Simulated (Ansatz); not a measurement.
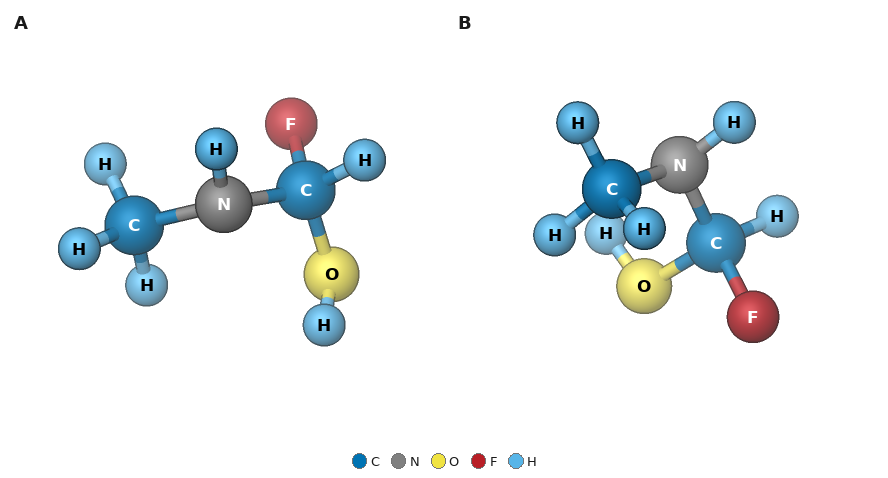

Depth is shown by fading: the farther an atom, the more it takes the colour of the background. The computed structure is the end point of a PBE-D4/def2-SVP optimisation. No frequency run is at hand to confirm it as a minimum.

Question: Are A and B the same structure? If not, how do they differ?

Answer: No. They are enantiomers, mirror images that no rotation superimposes: A is CN[C@@H](O)F (S), B is CN[C@H](O)F (R). Their energies are equal.
